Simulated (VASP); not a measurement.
Band structure of ZnO (wurtzite). Computed with modified Becke-Johnson potential (mBJ), VASP's PBE PAW potentials (set 64) (plane waves; VASP 6.6.1).

mBJ is a potential without an energy functional, so only the levels count.

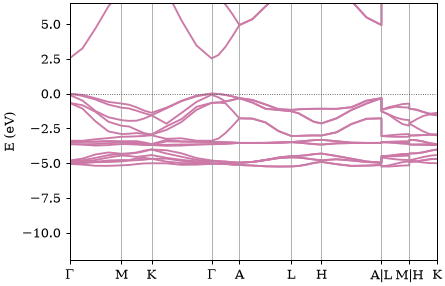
Bands along high-symmetry lines, zero at the valence-band maximum or, without a gap, the Fermi level

Question: Read the plot: is there a gap, and where are the band edges?

Answer: The gap is direct, 2.53 eV, from the valence maximum at Γ to the conduction minimum at Γ.

Measured: gap 3.60 eV (computed value off by -1.07 eV), as given by Wei Chen et al., Physical Review Materials (2018), doi:10.1103/physrevmaterials.2.073803 [zero-point renormalisation of 0.16 eV added back (the table's ZPR column)].

The compound is ZnO in the wurtzite structure. It was relaxed first. The cell's shape comes from a PBE relaxation.
